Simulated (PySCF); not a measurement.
C4H6O2 (SMILES C=CC(=O)OC)

Input file:

```
{"job": {"xc": "WP04", "basis": "pcSseg-1", "solvent": "chloroform", "kind": "nmr", "pop": true}, "charge": 0, "multiplicity": 1}
C      2.497669     0.060027     0.026820
C      1.318864    -0.461992     0.370088
C      0.064815     0.075646    -0.209434
O     -0.009145     0.970876    -1.013026
O     -1.003616    -0.568087     0.279023
C     -2.259396    -0.134017    -0.207559
H      2.536040     0.889713    -0.685196
H      3.435693    -0.317724     0.439642
H      1.223692    -1.289889     1.076739
H     -2.436957     0.920872     0.049965
H     -3.013258    -0.771767     0.268275
H     -2.311930    -0.232488    -1.302440
```

Launched as:

```sh
OMP_NUM_THREADS=1 python ens_run.py task.json out
```

Geometry: PBE0-D3(BJ)/def2-SVP.

All numbers below come from WP04/pcSseg-1, SCF density, in a chloroform solvent model, non-relativistic (PySCF 2.14.0).

**What can the converged electron density and electron localisation function tell about the bonding?**

C–O (1.21 Å): ρ is about 3.3 e/Å³ halfway; the ELF peaks at about 0.85 between the atoms (a short, multiple covalent bond).
C–C (1.33 Å): the density is about 2.3 e/Å³ at the midpoint; the ELF peaks at about 0.95 between the atoms; a multiple bond.
C–H (1.09 Å): the density is about 2.1 e/Å³ at the midpoint; the ELF climbs to about 1 towards the hydrogen, as it does in any bond to H; an ordinary covalent bond to hydrogen.
C–O (1.34 Å): ρ is about 2.4 e/Å³ halfway, with its minimum of 2.1 e/Å³ about 0.5 Å from C; the ELF peaks at about 0.85 between the atoms (a polar covalent bond).

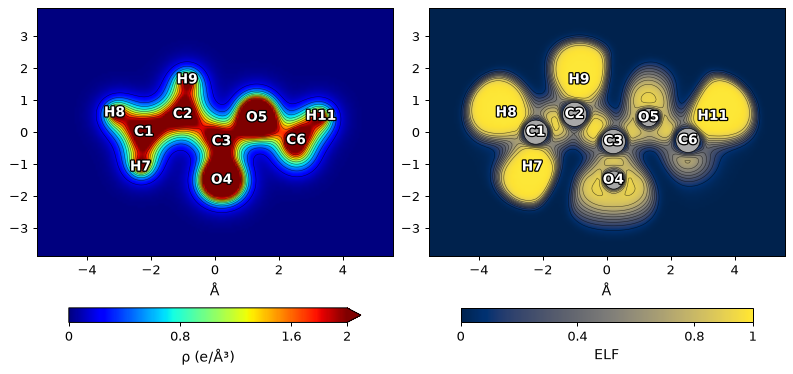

Computed electron density and electron localisation function on the plane of atoms C3, C2 and H9, in this order. Grey discs cover the atomic cores in the ELF map. 
